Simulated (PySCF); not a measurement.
Ethanol, C2H6O, SMILES CCO at its B3LYP/def2-SVP optimised geometry (Å):

```
9

C      0.8394     0.2489     0.0000
C     -0.6851     0.2489     0.0000
O     -1.2388    -0.3628    -1.1472
H      1.2388     0.7835     0.8777
H      1.2259     0.7338    -0.9103
H      1.2367    -0.7810     0.0305
H     -1.0615    -0.2203     0.9333
H     -1.0599     1.2858     0.0000
H     -0.9532    -1.2858    -1.1606
```

Level of theory: B3LYP/def2-TZVP (PySCF). Cells within 0.4 Å of a nucleus heavier than hydrogen are left out (blank, or x).

Map of the electron localisation function on the plane z = 0.0 Å:

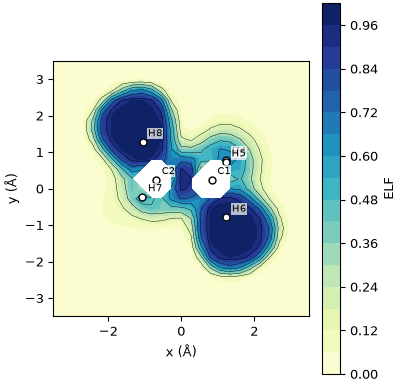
Figure. Electron localisation function on the plane z = 0.0 Å.
